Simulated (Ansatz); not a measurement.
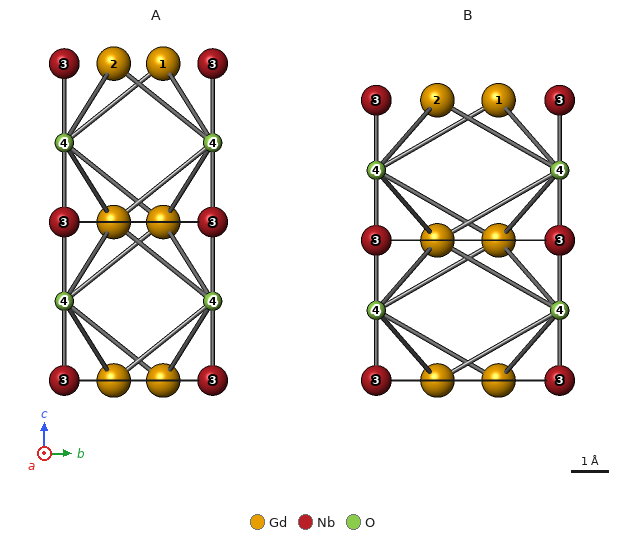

Two geometries of solid Gd2NbO (a generated structure, set up in P6/mmm) (coarse preliminary run), drawn at one scale. One is the start of a relaxation, the other its converged end. The picture is a ball-and-stick view of the cell of the calculation, repeated 1 × 1 × 2 with one cell outlined, seen along the a axis.

Theory: DFT PBE, scalar-relativistic, plane waves, PAW (Ansatz 0.2.0). Set-up: plane-wave cutoff 420 eV; k-point mesh 6 × 6 × 4; occupations gaussian; smearing width 0.1 eV; collinear spin; cell and atoms relaxed; force threshold 0.04 eV/Å; at most 70 steps.

### Which of the two is the end point?

Structure B is the relaxed one. After 8 accepted moves (10 points after the start) the energy has fallen by 3.194 eV per cell of the calculation. All forces vanish by symmetry, so only the cell relaxes. The pressure goes from 14.93 to 0.04 GPa. The SCF was repeated twice at an unchanged geometry on a basis and grid sized afresh for the cell, which shifted the energy by 0.252 eV per cell of the calculation at most. The atoms keep their places relative to the cell (all moves are under 0.005 Å). The volume changes by +35.1 %, with a = b 4.702 → 5.812 Å (+23.6 %), c 4.349 → 3.846 Å (−11.6 %). Near-neighbour distances that change, for instance: Gd1–Nb3 2.715 → 3.356 Å, Gd1–Gd2 2.715 → 3.356 Å, Gd1–O4 3.478 → 3.868 Å, Nb3–O4 2.174 → 1.923 Å. The space group stays P6/mmm (No. 191).

Limits of the set-up: layers or molecules are held without a dispersion correction, so their spacing is unreliable.
